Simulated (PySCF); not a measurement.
```json
{"atom": "N", "x (Å)": "1.3816", "y (Å)": "-1.9107", "z (Å)": "0.6694"}
{"atom": "Si", "x (Å)": "1.0572", "y (Å)": "-0.2282", "z (Å)": "0.4853"}
{"atom": "C", "x (Å)": "2.0686", "y (Å)": "0.2825", "z (Å)": "-1.0437"}
{"atom": "O", "x (Å)": "1.6216", "y (Å)": "0.9956", "z (Å)": "-1.9073"}
{"atom": "N", "x (Å)": "-0.5495", "y (Å)": "0.2934", "z (Å)": "0.1279"}
{"atom": "Si", "x (Å)": "-1.8729", "y (Å)": "-0.2676", "z (Å)": "1.1120"}
{"atom": "Si", "x (Å)": "-0.8833", "y (Å)": "1.4535", "z (Å)": "-1.1695"}
{"atom": "H", "x (Å)": "1.0108", "y (Å)": "-2.3699", "z (Å)": "1.4852"}
{"atom": "H", "x (Å)": "1.2876", "y (Å)": "-2.5226", "z (Å)": "-0.1267"}
{"atom": "H", "x (Å)": "1.6164", "y (Å)": "0.4106", "z (Å)": "1.6799"}
{"atom": "H", "x (Å)": "3.1127", "y (Å)": "-0.0756", "z (Å)": "-1.1367"}
{"atom": "H", "x (Å)": "-2.4916", "y (Å)": "0.8585", "z (Å)": "1.8106"}
{"atom": "H", "x (Å)": "-1.3077", "y (Å)": "-1.2019", "z (Å)": "2.0913"}
{"atom": "H", "x (Å)": "-2.8428", "y (Å)": "-0.9654", "z (Å)": "0.2661"}
{"atom": "H", "x (Å)": "-0.8517", "y (Å)": "0.7792", "z (Å)": "-2.4630"}
{"atom": "H", "x (Å)": "-2.2867", "y (Å)": "1.8293", "z (Å)": "-0.9209"}
{"atom": "H", "x (Å)": "-0.0773", "y (Å)": "2.6514", "z (Å)": "-0.9700"}
```

Geometry: GFN2-xTB.

All numbers below come from PySCF 2.14.0, CAM-B3LYP/def2-SVPD, SCF density, gas phase.

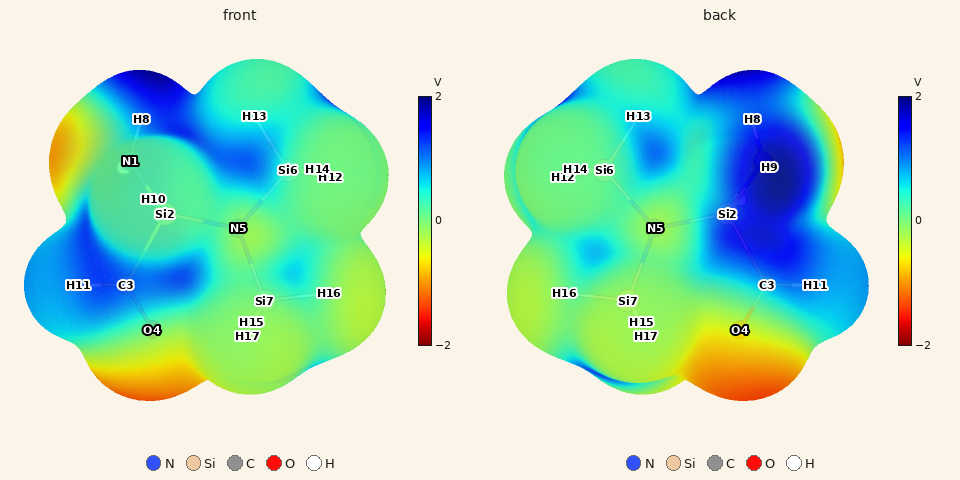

CH10N2OSi3. The molecular electrostatic potential painted on the density surface at 0.002 e/bohr³, seen from the front and from behind; red is negative and blue positive.

Q: Where is the surface potential most negative and most positive?

A: The most negative region (about −1.3 V) lies over O4, the most positive (about +1.9 V) over H8 and H9. O4 is the likeliest acceptor of a hydrogen bond.
